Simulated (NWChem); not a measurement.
**AgCl (silver chloride): SVWN5/def2-SVPD (core potential)**

Aim: the electronic atomisation energy of AgCl (silver chloride) at SVWN5/def2-SVPD (core potential), from 3 runs. 

The results are computed with NWChem 7.3.0.

## 1. Starting point

AgCl: 2 atoms, total charge 0, spin state singlet. SMILES: `[Cl][Ag]`. The coordinates come from a PBE0-D4/def2-TZVP relaxation.

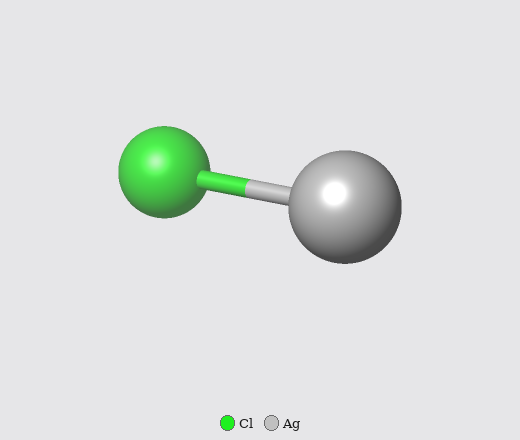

The structure, seen from a chosen angle (chlorine green, silver light grey).

## 2. A single-point energy at SVWN5/def2-SVPD (core potential)

geom.nw reads:

```
echo
start geom
title "AgCl SVWN5"
memory stack 880 mb heap 220 mb global 1100 mb

geometry units angstroms noautosym nocenter noautoz
Cl    0.987600   -0.377500    0.491000
Ag   -0.958100    0.317400   -0.487000
end

basis spherical bse
* library def2-SVPD
end

ecp bse
Ag library def2-SVPD
end

dft
xc slater vwn_5
grid fine
convergence energy 1e-08
maxiter 100
mulliken
noprint "final vectors analysis"
end

task dft energy
```

Started as:

```console
$ nwchem geom.nw > geom.out
```

What it wrote:

```text
[...]
          Wavefunction type:  closed shell.
          No. of atoms     :     2
          No. of electrons :    36
[...]
          Charge           :     0
          Spin multiplicity:     1
[...]
          AO basis - number of functions:    61
[...]
              XC Information
              --------------
                        Slater Exchange Functional  1.000 local
                      VWN V Correlation Functional  1.000 local
[...]
 d= 0,ls=0.0,diis     1   -605.2158673949 -6.80D+02  3.17D-02  7.57D-01     0.5
[...]
 d= 0,ls=0.0,diis    11   -605.3082043917 -1.15D-09  2.20D-07  2.07D-10     3.0
         Total DFT energy =     -605.308204391664
      One electron energy =    -1045.110769439404
           Coulomb energy =      405.593805297349
    Exchange-Corr. energy =      -40.566101259702
 Nuclear repulsion energy =       74.774861010093
[...]
      Total Density - Mulliken Population Analysis
     ---------------------------------------------
    Atom       Charge   Shell Charges
 -----------   ------   -------------------------------------------------------
    1 Cl  17    17.37   2.00  1.98  1.31  0.65  0.01  5.92  2.14  3.07  0.27  0.01  0.01
    2 Ag  19    18.63  -0.49  1.70  0.79  0.51  0.06  5.97  0.10  0.06  0.00  8.86  1.07  0.00
[...]
```

Run time: 3.6 s. Hardware: 1 thread of Intel Xeon 6975P-C (Granite Rapids), shared host; peak memory 0.11 GiB.

## 3. The Ag atom at the same level

struct.nw reads:

```
start struct
title "Ag SVWN5"
memory total 2200 mb

geometry noautosym nocenter noautoz
  Ag    0.000000    0.000000    0.000000
end

basis spherical bse
  * library def2-SVPD
end

ecp bse
  Ag library def2-SVPD
end

dft
  xc slater vwn_5
  mult 2
  grid fine
  convergence energy 1e-08
  iterations 100
  mulliken
  noprint "final vectors analysis"
end

task dft energy
```

Run the same way, it converges to -146.67506 Eh (log not shown).

## 4. The Cl atom at the same level

cl.nw reads:

```
START cl
TITLE "Cl"
memory 2200 mb

GEOMETRY noautosym nocenter noautoz
   Cl       0.000000       0.000000       0.000000
END

BASIS spherical bse
   Cl library def2-SVPD
END

DFT
   xc slater vwn_5
   mult 2
   grid fine
   convergence energy 1e-08
   iterations 100
   mulliken
   print low
END

TASK dft
```

Run the same way, it converges to -458.49698 Eh (log not shown).

## 5. Outcome

Level: SVWN5/def2-SVPD (core potential).

```
                     quantity          value
       molecule: total energy  -605.30820 Eh
      molecule: dipole moment         4.91 D
        Ag atom: total energy  -146.67506 Eh
                Ag atom: ⟨S²⟩          0.751
        Cl atom: total energy  -458.49698 Eh
                Cl atom: ⟨S²⟩          0.751
electronic atomisation energy       3.705 eV
```

**Reading.** Taking the molecule apart into free atoms costs 3.71 eV (358 kJ/mol), before zero-point energy and without spin-orbit coupling.
